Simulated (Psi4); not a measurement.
**SiF4 (silicon tetrafluoride): HSE06/6-311+G(d,p)**

What is the vertical electron affinity of SiF4 (silicon tetrafluoride) at HSE06/6-311+G**? 

The calculation is run with Psi4 1.11.

6 further runs of the same task are left out: 4 that didn't finish, 2 set aside as unsound or not needed. Runs told in other sessions of the task aren't counted.

## 1. The structure to begin with

The species is SiF4 (5 atoms), meant as a singlet with charge 0. SMILES: `F[Si](F)(F)F`. The coordinates come from a PBE0-D4/def2-TZVP relaxation.

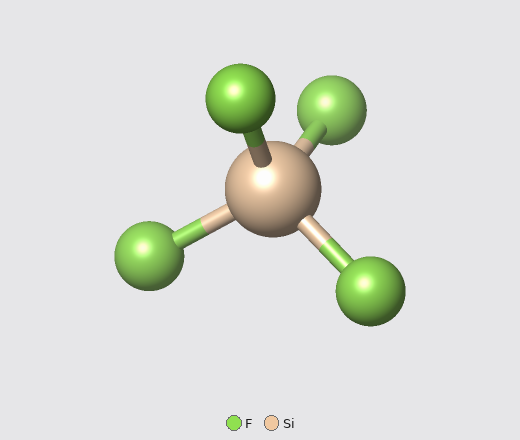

The structure, seen from a chosen angle (fluorine green, silicon light orange).

## 2. Energy and forces at HSE06/6-311+G(d,p)

Contents of job.json:

```json
{
  "schema_name": "qcschema_input",
  "schema_version": 1,
  "molecule": {
    "schema_name": "qcschema_molecule",
    "schema_version": 2,
    "symbols": ["F", "Si", "F", "F", "F"],
    "geometry": [0.27060878, -1.49653081, 2.52932283, 0.0, 0.0, 0.0, -1.97873223, 2.16264037, 0.34345772, -0.901834, -1.82889584, -2.13357638, 2.60995744, 1.16278628, -0.73920417],
    "molecular_charge": 0,
    "molecular_multiplicity": 1,
    "fix_symmetry": "c1",
    "fix_com": true,
    "fix_orientation": true
  },
  "driver": "gradient",
  "model": {
    "method": "hse06",
    "basis": "6-311+G**"
  },
  "keywords": {
    "reference": "rks",
    "puream": true,
    "e_convergence": 1e-09,
    "d_convergence": 1e-08,
    "scf_type": "pk",
    "dft_radial_points": 99,
    "dft_spherical_points": 590,
    "scf_properties": ["WIBERG_LOWDIN_INDICES", "LOWDIN_CHARGES", "MULLIKEN_CHARGES"]
  }
}
```

Command:

```console
$ psi4 --qcschema job.json -n 1 --memory 2200MB
```

stdout:

```text
[...]
  Running in c1 symmetry.
[...]
  Nuclear repulsion =  271.610939672797599
[...]
  Multiplicity = 1
[...]
  Nalpha       = 25
  Nbeta        = 25
[...]
    Number of basis functions: 118
[...]
   @RKS iter   1:  -688.64121736908896   -3.35094e-01   6.49242e-03 DIIS/ADIIS
[...]
   @RKS iter   9:  -688.79773074148807   -2.04636e-12   7.21592e-09 DIIS
[...]
    Orbital Energies [Eh]
    ---------------------
    Doubly Occupied:
       1A    -66.396160     2A    -24.800656     3A    -24.800656
       4A    -24.800655     5A    -24.800649     6A     -5.468253
       7A     -3.803321     8A     -3.803321     9A     -3.803320
      10A     -1.296917    11A     -1.259997    12A     -1.259995
      13A     -1.259995    14A     -0.636076    15A     -0.564531
      16A     -0.564529    17A     -0.564529    18A     -0.508983
      19A     -0.508980    20A     -0.498595    21A     -0.498595
      22A     -0.498594    23A     -0.461240    24A     -0.461239
      25A     -0.461239
[...]
  @RKS Final Energy:  -688.79773074148807
   => Energetics <=
    Nuclear Repulsion Energy =            271.6109396727975991
    One-Electron Energy =               -1498.7510833220417226
    Two-Electron Energy =                 586.5005969311787339
    DFT Exchange-Correlation Energy =     -48.1581840234225211
    Empirical Dispersion Energy =           0.0000000000000000
    VV10 Nonlocal Energy =                  0.0000000000000000
    Total Energy =                       -688.7977307414880670
[...]
 Multipole Moments:
 ------------------------------------------------------------------------------------
     Multipole            Electronic (a.u.)      Nuclear  (a.u.)        Total (a.u.)
 ------------------------------------------------------------------------------------
 L = 1.  Multiply by 2.5417464519 to convert [e a0] to [Debye]
 Dipole X            :         -0.0000019           -0.0000001           -0.0000020
 Dipole Y            :         -0.0000064           -0.0000000           -0.0000064
 Dipole Z            :          0.0000006           -0.0000000            0.0000006
 Magnitude           :                                                    0.0000067
[...]
  Mulliken Charges: (a.u.)
   Center  Symbol    Alpha    Beta     Spin     Total
       1     F     4.67682  4.67682  0.00000 -0.35364
       2    SI     6.29271  6.29271  0.00000  1.41458
       3     F     4.67682  4.67682  0.00000 -0.35364
       4     F     4.67682  4.67682  0.00000 -0.35365
       5     F     4.67682  4.67682  0.00000 -0.35364
   Total alpha = 25.00000, Total beta = 25.00000, Total charge =  0.00000
  Lowdin Charges: (a.u.)
   Center  Symbol    Alpha    Beta     Spin     Total
       1     F     4.64691  4.64691  0.00000 -0.29382
[...]
  -Total Gradient:
     Atom            X                  Y                   Z
    ------   -----------------  -----------------  -----------------
       1       -0.001323350393     0.007151432773    -0.012024852361
       2       -0.000001491166    -0.000004398042     0.000000760937
       3        0.009468374435    -0.010294064827    -0.001639510376
       4        0.004311164450     0.008767749534     0.010182852126
       5       -0.012422411029    -0.005493997063     0.003515777997
[...]
```

The result, in JSON:

```text
{
 "driver": "gradient",
 "model": {
  "method": "hse06",
  "basis": "6-311+G**"
 },
 "success": true,
 "return_result": [-0.0013233503934666456, 0.007151432773400884, -0.012024852360959043, -1.4911661636290041e-06, -4.3980422474380165e-06, 7.609370943395169e-07, 0.009468374435483679, -0.01029406482664455, -0.0016395103759367785, 0.0043111644501554885, 0.008767749533566016, 0.010182852126016773, -0.012422411029456903, -0.005493997062509817, 0.003515777996833183],
 "properties": {
  "calcinfo_nbasis": 118,
  "calcinfo_nmo": 118,
  "calcinfo_nalpha": 25,
  "calcinfo_nbeta": 25,
  "calcinfo_natom": 5,
  "nuclear_repulsion_energy": 271.6109396727976,
  "return_energy": -688.7977307414881,
  "return_gradient": [-0.0013233503934666456, 0.007151432773400884, -0.012024852360959043, -1.4911661636290041e-06, -4.3980422474380165e-06, 7.609370943395169e-07, 0.009468374435483679, -0.01029406482664455, -0.0016395103759367785, 0.0043111644501554885, 0.008767749533566016, 0.010182852126016773, -0.012422411029456903, -0.005493997062509817, 0.003515777996833183],
  "scf_one_electron_energy": -1498.7510833220417,
  "scf_two_electron_energy": 586.5005969311787,
  "scf_xc_energy": -48.15818402342252,
  "scf_dipole_moment": [-2.0101447237852454e-06, -6.353211404963588e-06, 5.756369335085942e-07],
  "scf_total_energy": -688.7977307414881,
  "scf_total_gradient": [-0.0013233503934666456, 0.007151432773400884, -0.012024852360959043, -1.4911661636290041e-06, -4.3980422474380165e-06, 7.609370943395169e-07, 0.009468374435483679, -0.01029406482664455, -0.0016395103759367785, 0.0043111644501554885, 0.008767749533566016, 0.010182852126016773, -0.012422411029456903, -0.005493997062509817, 0.003515777996833183],
  "scf_iterations": 9
 }
}
```

It took 61 s on 1 thread of Intel Xeon Platinum 8375C at 2.90GHz (Ice Lake), shared host; peak memory 0.86 GiB.

## 3. The doublet anion: a single-point energy at UHSE06/6-311+G(d,p)

Contents of f4si.xyz:

```xyz
5
F4Si
F      0.143200    -0.791930     1.338460
Si     0.000000     0.000000     0.000000
F     -1.047100     1.144420     0.181750
F     -0.477230    -0.967810    -1.129040
F      1.381130     0.615320    -0.391170
```

Contents of calc.py:

```python
import psi4

psi4.set_memory(2200000000)
psi4.set_num_threads(1)
psi4.set_output_file('run.log', False)

with open('f4si.xyz') as f:
    atoms = ''.join(f.readlines()[2:])
geom = psi4.geometry('-1 2\n' + atoms + 'symmetry c1')

psi4.set_options({
    'basis': '6-311+G**',
    'reference': 'uks',
    'puream': True,
    'e_convergence': 1e-09,
    'd_convergence': 1e-08,
    'scf_type': 'pk',
    'dft_radial_points': 99,
    'dft_spherical_points': 590,
    'maxiter': 100,
})

e, wfn = psi4.energy("hse06", return_wfn=True)
print(f'hse06 energy: {e:.10f} Eh')
for k, v in sorted(psi4.core.scalar_variables().items()):
    print(f'{k:45s} {v:18.10f}')
```

Command:

```console
$ python calc.py
```

run.log:

```text
[...]
  Running in c1 symmetry.
[...]
  Nuclear repulsion =  271.610939525492370
[...]
  Multiplicity = 2
[...]
  Nalpha       = 26
  Nbeta        = 25
[...]
    Number of basis functions: 118
[...]
   @UKS iter   1:  -688.49917899740728   -1.93056e-01   7.50910e-03 DIIS/ADIIS
[...]
   @UKS iter  11:  -688.77010454842548   -1.26192e-11   6.54254e-09 DIIS
[...]
   @S^2 Observed:                7.503574895E-01
[...]
    Orbital Energies [Eh]
    ---------------------
    Alpha Occupied:
       1A    -66.201373     2A    -24.614112     3A    -24.614111
       4A    -24.614111     5A    -24.614105     6A     -5.273869
       7A     -3.608693     8A     -3.608693     9A     -3.608692
      10A     -1.111221    11A     -1.075020    12A     -1.075019
      13A     -1.075018    14A     -0.453018    15A     -0.381366
      16A     -0.381365    17A     -0.381365    18A     -0.324651
      19A     -0.324649    20A     -0.315667    21A     -0.315667
      22A     -0.315667    23A     -0.276970    24A     -0.276969
      25A     -0.276969    26A      0.088040
    Alpha Virtual:
[...]
  @UKS Final Energy:  -688.77010454842548
   => Energetics <=
    Nuclear Repulsion Energy =            271.6109395254923697
    One-Electron Energy =               -1508.0589096242651976
    Two-Electron Energy =                 595.9547926646090446
    DFT Exchange-Correlation Energy =     -48.2769271142616532
    Empirical Dispersion Energy =           0.0000000000000000
    VV10 Nonlocal Energy =                  0.0000000000000000
    Total Energy =                       -688.7701045484254792
  UHF NO Occupations:
  HONO-2 :   24  A 1.9999588
  HONO-1 :   25  A 1.9999588
[...]
 Multipole Moments:
 ------------------------------------------------------------------------------------
     Multipole            Electronic (a.u.)      Nuclear  (a.u.)        Total (a.u.)
 ------------------------------------------------------------------------------------
 L = 1.  Multiply by 2.5417464519 to convert [e a0] to [Debye]
 Dipole X            :         -0.0000321            0.0000000           -0.0000321
 Dipole Y            :          0.0000416            0.0000000            0.0000416
 Dipole Z            :         -0.0000038           -0.0000000           -0.0000038
 Magnitude           :                                                    0.0000527
[...]
```

On the terminal:

```text
hse06 energy: -688.7701045484 Eh
CURRENT ENERGY                                   -688.7701045484
CURRENT REFERENCE ENERGY                         -688.7701045484
DD SOLVATION ENERGY                                 0.0000000000
DFT FUNCTIONAL TOTAL ENERGY                      -688.7701045484
DFT TOTAL ENERGY                                 -688.7701045484
DFT VV10 ENERGY                                     0.0000000000
DFT XC ENERGY                                     -48.2769271143
GRID ELECTRONS ALPHA                               26.0000006152
GRID ELECTRONS BETA                                25.0000005481
GRID ELECTRONS TOTAL                               51.0000011633
NUCLEAR REPULSION ENERGY                          271.6109395255
ONE-ELECTRON ENERGY                             -1508.0589096243
PCM POLARIZATION ENERGY                             0.0000000000
PE ENERGY                                           0.0000000000
SCF ITERATION ENERGY                             -688.7701045484
SCF ITERATIONS                                     11.0000000000
SCF TOTAL ENERGY                                 -688.7701045484
TWO-ELECTRON ENERGY                               595.9547926646
XC GRID RADIAL POINTS                              99.0000000000
XC GRID SPHERICAL POINTS                          590.0000000000
XC GRID TOTAL POINTS                           284005.0000000000
```

Wall time 56 s (1 thread of Intel Xeon Platinum 8375C at 2.90GHz (Ice Lake), shared host); peak memory 0.86 GiB.

## 4. What came out

Level: HSE06/6-311+G**.

| quantity | value |
| --- | --- |
| singlet SiF4: total energy | -688.79773 Eh |
| singlet SiF4: dipole moment | 0.00 D |
| singlet SiF4: HOMO energy | -12.55 eV |
| singlet SiF4: LUMO energy | -0.88 eV |
| singlet SiF4: HOMO–LUMO gap | 11.67 eV |
| singlet SiF4: largest force on an atom | 0.726 eV/Å |
| doublet anion: total energy | -688.77010 Eh |
| doublet anion: HOMO energy (highest over α and β) | 2.40 eV |
| doublet anion: LUMO energy (lowest over α and β) | 3.24 eV |
| doublet anion: ⟨S²⟩ | 0.750 |
| vertical electron affinity (to the doublet anion) | -0.752 eV |

**Reading.** The anion lies 0.75 eV (72.5 kJ/mol) above the neutral: the electron isn't bound at this level, and such a value depends on the basis. The largest force (singlet SiF4) is 0.73 eV/Å: the shape isn't a stationary point for this species at this level. Mulliken charges (singlet SiF4) run from -0.35 on F4 to +1.41 on Si2; in a basis this large or diffuse they mean little. The HOMO (doublet anion) lies at positive energy, 2.40 eV, from the functional's self-interaction, a short basis or an electron that isn't bound; only total energies against the neutral tell.
